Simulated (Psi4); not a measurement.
# BNH3Cl (SMILES NBCl) at OMP2/aug-cc-pVDZ (density fitting for correlation)

What is the vertical singlet–triplet gap of BNH3Cl at OMP2/aug-cc-pVDZ (density fitting for correlation)? 

Program for the calculation: Psi4 1.11.

**1. The structure to begin with**

BNH3Cl: 6 atoms, total charge 0, spin state singlet. As SMILES, `NBCl`. Geometry: relaxed at PBE0-D4/def2-TZVP.

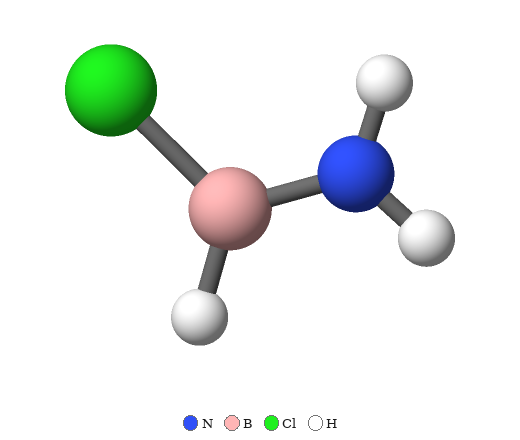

The structure, seen from a chosen angle (nitrogen blue, boron pink, chlorine green, hydrogen white).

**2. The energy at OMP2/aug-cc-pVDZ (density fitting for correlation)**

File bclh3n.inp:

```
memory 2200 MB

molecule {
  N     -0.395600    -0.007800    -0.658000
  B      0.369600    -0.158900     0.483700
  Cl     0.529900     1.189300     1.616000
  H     -0.511800    -0.749300    -1.326600
  H     -0.878600     0.844500    -0.888200
  H      0.928800    -1.181900     0.727100
  units angstrom
  symmetry c1
  no_reorient
  no_com
}

set globals {
  basis           aug-cc-pVDZ
  puream          true
  e_convergence   1e-09
  d_convergence   1e-08
  scf_type        pk
  num_frozen_docc 7
}

energy("omp2")
print_variables()
```

Run with:

```bash
psi4 -i bclh3n.inp -o bclh3n.out -n 1
```

bclh3n.out:

```text
[...]
  Running in c1 symmetry.
[...]
  Nuclear repulsion =   85.398153537645058
[...]
  Multiplicity = 1
[...]
  Nalpha       = 16
  Nbeta        = 16
[...]
    Number of basis functions: 100
[...]
   @RHF iter   1:  -540.38873836850564   -5.84738e-01   4.57347e-03 ADIIS/DIIS
[...]
   @RHF iter  11:  -540.48943091364322   -7.16227e-12   7.05143e-09 DIIS
[...]
    Orbital Energies [Eh]
    ---------------------
    Doubly Occupied:
       1A   -104.816400     2A    -15.578863     3A    -10.544901
       4A     -8.012154     5A     -8.009895     6A     -8.009627
       7A     -7.656211     8A     -1.189275     9A     -1.090687
      10A     -0.730935    11A     -0.704366    12A     -0.594584
      13A     -0.515737    14A     -0.495222    15A     -0.441441
      16A     -0.430529
[...]
  @RHF Final Energy:  -540.48943091364322
   => Energetics <=
    Nuclear Repulsion Energy =             85.3981535376450580
    One-Electron Energy =                -914.1335150229443798
    Two-Electron Energy =                 288.2459305716561175
    Total Energy =                       -540.4894309136432184
[...]
 Multipole Moments:
 ------------------------------------------------------------------------------------
     Multipole            Electronic (a.u.)      Nuclear  (a.u.)        Total (a.u.)
 ------------------------------------------------------------------------------------
 L = 1.  Multiply by 2.5417464519 to convert [e a0] to [Debye]
 Dipole X            :        -14.8254005           14.4101066           -0.4152939
 Dipole Y            :        -34.9149711           34.5485399           -0.3664312
 Dipole Z            :        -45.8792244           44.9694347           -0.9097898
 Magnitude           :                                                    1.0651095
[...]
	Warning: cc_lambda option is changed to TRUE
	For this residual convergence, default PCG convergence is:     1.00e-07
[...]
	DF-MP2 Total Energy (a.u.)         :  -540.90403938431393
[...]
	DF-MP2 Total Energy (a.u.)         :  -540.90802442194467
[...]
	DF-OMP2 Total Energy (a.u.)        :  -540.90802442194035
[...]
```

Wall time 14 s (1 thread of AMD EPYC 9R45 (Zen 5), shared host); peak memory 0.47 GiB.

**3. The triplet, same level**

File calc.dat:

```
memory 2.2 GB

molecule mol {
  0 3
  N     -0.395600    -0.007800    -0.658000
  B      0.369600    -0.158900     0.483700
  Cl     0.529900     1.189300     1.616000
  H     -0.511800    -0.749300    -1.326600
  H     -0.878600     0.844500    -0.888200
  H      0.928800    -1.181900     0.727100
  symmetry c1
  no_reorient
  no_com
}

set {
  basis aug-cc-pVDZ
  reference uhf
  puream true
  e_convergence 1e-09
  d_convergence 1e-08
  scf_type pk
  num_frozen_docc 7
  maxiter 100
}

e, wfn = energy("omp2", return_wfn=True)
```

Run with:

```bash
psi4 -n 1 calc.dat calc.out
```

calc.out:

```text
[...]
  Running in c1 symmetry.
[...]
  Nuclear repulsion =   85.398153537645058
[...]
  Multiplicity = 3
[...]
  Nalpha       = 17
  Nbeta        = 15
[...]
    Number of basis functions: 100
[...]
   @UHF iter   1:  -540.05650284723697   -2.52503e-01   5.51459e-03 DIIS/ADIIS
[...]
   @UHF iter  20:  -540.22088931017254   -9.09495e-12   9.80257e-09 DIIS
[...]
   @S^2 Observed:                2.016239967E+00
[...]
    Orbital Energies [Eh]
    ---------------------
    Alpha Occupied:
       1A   -104.973801     2A    -15.526437     3A    -10.696908
       4A     -8.181877     5A     -8.158133     6A     -8.157461
       7A     -7.579329     8A     -1.245561     9A     -1.140987
      10A     -0.741497    11A     -0.682399    12A     -0.650882
      13A     -0.598142    14A     -0.594072    15A     -0.501699
      16A     -0.448890    17A     -0.151722
    Alpha Virtual:
      18A      0.034297    19A      0.049305    20A      0.051141
      21A      0.067297    22A      0.075388    23A      0.096869
      24A      0.109308    25A      0.139927    26A      0.146514
[...]
  @UHF Final Energy:  -540.22088931017254
   => Energetics <=
    Nuclear Repulsion Energy =             85.3981535376450580
    One-Electron Energy =                -912.4243647207368895
    Two-Electron Energy =                 286.8053218729193077
    Total Energy =                       -540.2208893101725380
  UHF NO Occupations:
  HONO-2 :   15  A 1.9962634
  HONO-1 :   16  A 1.0000000
  HONO-0 :   17  A 1.0000000
  LUNO+0 :   18  A 0.0037366
  LUNO+1 :   19  A 0.0019715
[...]
 Multipole Moments:
 ------------------------------------------------------------------------------------
     Multipole            Electronic (a.u.)      Nuclear  (a.u.)        Total (a.u.)
 ------------------------------------------------------------------------------------
 L = 1.  Multiply by 2.5417464519 to convert [e a0] to [Debye]
 Dipole X            :        -14.6454300           14.4101066           -0.2353234
 Dipole Y            :        -33.5206723           34.5485399            1.0278677
 Dipole Z            :        -44.6857402           44.9694347            0.2836945
 Magnitude           :                                                    1.0919577
[...]
	Warning: cc_lambda option is changed to TRUE
	For this residual convergence, default PCG convergence is:     1.00e-07
[...]
	DF-SCS-MP2 Total Energy (a.u.)     :  -540.61280484314091
	DF-SOS-MP2 Total Energy (a.u.)     :  -540.60855072778497
[...]
	DF-SCS-OMP2 Total Energy (a.u.)    :  -540.62391499559908
	DF-SOS-OMP2 Total Energy (a.u.)    :  -540.58594613349874
	DF-SCS(N)-OMP2 Total Energy (a.u.) :  -540.40685457808092
[...]
	DF-OMP2 Total Energy (a.u.)        :  -540.63659152767502
[...]
```

Run time: 47 s. Hardware: 1 thread of AMD EPYC 9R45 (Zen 5), shared host; peak memory 0.47 GiB.

**4. What came out**

Level: OMP2/aug-cc-pVDZ (density fitting for correlation), 7 core orbitals frozen.

| quantity | value |
| --- | --- |
| singlet: total energy | -540.90802 Eh |
| singlet: HOMO energy (Hartree–Fock orbitals) | -11.72 eV |
| singlet: LUMO energy (Hartree–Fock orbitals) | 0.90 eV |
| singlet: HOMO–LUMO gap (Hartree–Fock orbitals) | 12.61 eV |
| singlet: correlation energy (7 core orbitals frozen) | -418.6 mEh |
| triplet: total energy | -540.63659 Eh |
| triplet: HOMO energy (Hartree–Fock orbitals) (highest over α and β) | -4.13 eV |
| triplet: LUMO energy (Hartree–Fock orbitals) (lowest over α and β) | -3.00 eV |
| triplet: correlation energy (7 core orbitals frozen) | -415.7 mEh |
| triplet: ⟨S²⟩ of the reference determinant | 2.016 |
| vertical energy of the triplet above the singlet | 7.386 eV |

At this shape the triplet lies 7.39 eV (170 kcal/mol) above the singlet.
